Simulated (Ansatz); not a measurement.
## Electronic structure of CH4BF2Ga in real space

The calculation's input:

```
crystal:
  periodic: [false, false, false]
  atoms:
    - {symbol: F, position_ang: [1.756676, 1.350570, -0.806600]}
    - {symbol: B, position_ang: [1.369832, 0.485993, 0.127469]}
    - {symbol: C, position_ang: [0.356876, -0.615963, -0.214955]}
    - {symbol: Ga, position_ang: [-1.467199, -0.002799, 0.201164]}
    - {symbol: F, position_ang: [-2.439004, 0.287187, -1.236295]}
    - {symbol: H, position_ang: [1.818850, 0.656010, 1.228800]}
    - {symbol: H, position_ang: [0.488005, -1.493388, 0.426294]}
    - {symbol: H, position_ang: [0.330246, -0.889809, -1.271961]}
    - {symbol: H, position_ang: [-2.214291, 0.222209, 1.546074]}
basis:
  gaussian: {orbitals: def2-TZVPP}
hamiltonian: {xc: pbe0, dispersion: d4}
output: {orbitals: {seedname: orbitals}}
```

Launched as:

```sh
ansatz run in.yaml --threads 4 --pin off --events-out ev --progress --plain --max-ram 10444MiB
```

Geometry: PBE0-D4/def2-TZVP.

Theory: Ansatz, RKS PBE0-D4/def2-TZVPP.

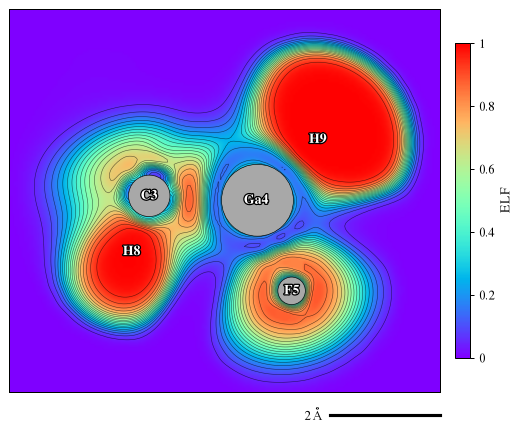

Figure 1. Electron localisation function on the plane of atoms C3, Ga4 and F5. Grey discs cover the atomic cores.

Q: What do the fields say about this system?

A: The plane passes through C, Ga, F and H nuclei.
Ga–F (1.76 Å): the ELF peaks at about 0.80 in the valence shell of F, 0.5 Å from its nucleus, and is about 0.20 at the midpoint.
C–Ga (1.97 Å): the ELF peaks at about 0.85 in the valence shell of C, 0.7 Å from its nucleus, and is about 0.50 at the midpoint.
C–H (1.09 Å): the ELF climbs to about 1 towards the hydrogen, as it does in any bond to H: an ordinary covalent bond to hydrogen.
Ga–H (1.55 Å): the ELF climbs to about 1 towards the hydrogen.
The ELF also peaks beside F5, away from the bonds: lone-pair regions.

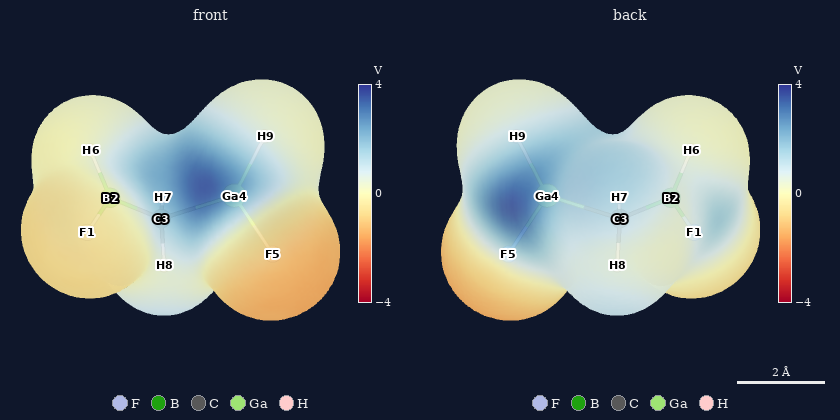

Figure 2. The electrostatic potential painted on the density surface at 0.002 e/bohr³, seen from the front and from behind; the colour scale runs from red (negative) to blue (positive).

Q: Describe the electrostatic potential map.

A: The most negative region (about −1.5 V) lies over F5, the most positive (about +3.5 V) over Ga4.

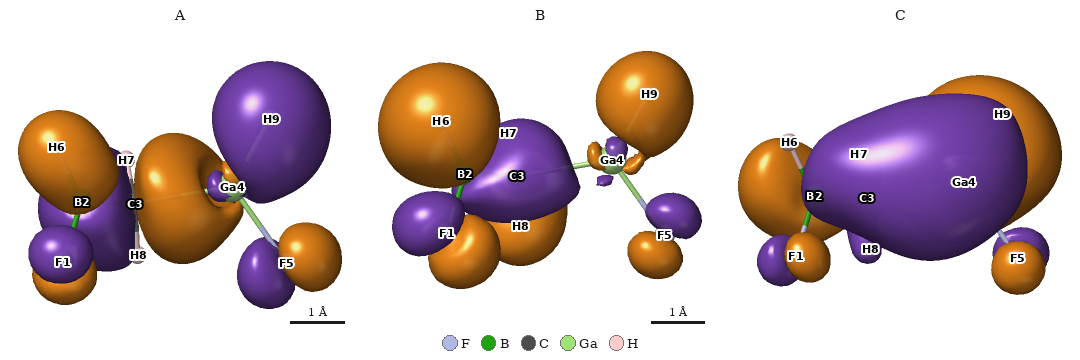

Figure 3. Three frontier orbitals at ±0.08 Å⁻³ᐟ² (orange and purple are the two phases), in no order.

Q: Order the three orbitals by energy and name them.

A: B is the HOMO−1 (−9.46 eV). By Hirshfeld shares it lies mainly on B2 (about 20 %), H6 (about 20 %), C3 (about 20 %), F1 (about 15 %), Ga4 (about 5 %) and H9 (about 5 %). A is the HOMO (−8.68 eV). Its weight (Hirshfeld) is mainly on C3 (about 30 %), Ga4 (about 20 %), H9 (about 15 %), B2 (about 10 %) and F5 (about 10 %). C is the LUMO (−1.69 eV). Its weight (Hirshfeld) is mainly on Ga4 (about 60 %), B2 (about 15 %) and C3 (about 5 %).

Q: What is the HOMO–LUMO gap?

A: 6.99 eV between the orbital energies.
